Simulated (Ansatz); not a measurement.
Energy landscape of SiW

16 relaxations of SiW ended in 10 distinct structures. These are r2SCAN (plane waves to 500 eV, PAW, scalar-relativistic; Ansatz, a program for electronic structure) values and carry that method's errors.

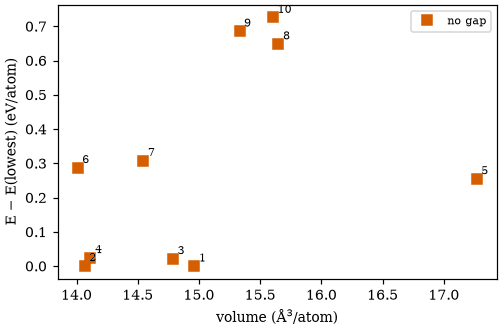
Fig. 1. Energy against volume of the distinct structures, numbered as in the table

```csv
#,space group,Pearson,type,E − E(lowest) (eV/atom),V (Å³/atom),coordination,runs ending here
1,I4₁md,tI8,–,0.00,14.96,–,1
2,Pnma,oP8,–,0.00,14.07,–,1
3,P6₃/mmc,hP4,NiAs type,0.02,14.79,"Si 6 (trigonal prismatic), W 6 (octahedral)",3
4,Cmcm,oS8,–,0.02,14.11,–,2
5,P6/mmm,hP6,"AFLOW prototype AB_hP6_191_f_ad (B35, as in CoSn)",0.26,17.27,–,1
6,Pm-3m,cP2,CsCl type,0.29,14.01,"Si 8 (cubic), W 8 (cubic)",2
7,P6₃/mmc,hP12,–,0.31,14.55,–,1
8,P6₃mc,hP4,–,0.65,15.65,–,1
9,Immm,oI4,–,0.69,15.33,–,1
10,Fm-3m,cF8,rock salt type,0.73,15.60,"Si 6 (octahedral), W 6 (octahedral)",3
```

Coordination numbers (neighbours up to the widest gap in distance over summed covalent radii, below 1.35; n+m marks a second, longer set; metal–metal contacts left out). All are gapless at this level. I4₁md, tI8 is the lowest of the structures calculated here, level within the accuracy with Pnma, oP8.

SiW is modelled in the tetragonal space group I4₁md (No. 109), Pearson symbol tI8. Cell: a = b = 3.3474 Å, c = 10.6829 Å, α = β = γ = 90.00°. W on 4a is coordinated by 6 Si at 2.500–2.506 Å and 4 W at 3.152 Å. Si on 4a is coordinated by 6 W at 2.500–2.506 Å (trigonal prismatic). (Neighbours: up to the widest gap in distance over summed covalent radii, below 1.35, at either atom; cation-cation and far metal-metal contacts left out.)
(The calculation used a cell of 4 atoms; values per cell refer to that cell.)

1 run with a doubtful electronic state, a coarser numerical grid, an end not at rest or a source that can't be used is left out. Each run could gain symmetry but not lose that of its start, so entries can be saddle points. All of these are generated cells (placed on structure types, drawn at random, substituted or restacked) that were not matched to a known phase here. The real structure of this composition may not be among these, and whether this composition forms is not checked here. Energies are at zero temperature and pressure, without zero-point motion. No spin polarisation in the result. A magnetic state may lie lower.
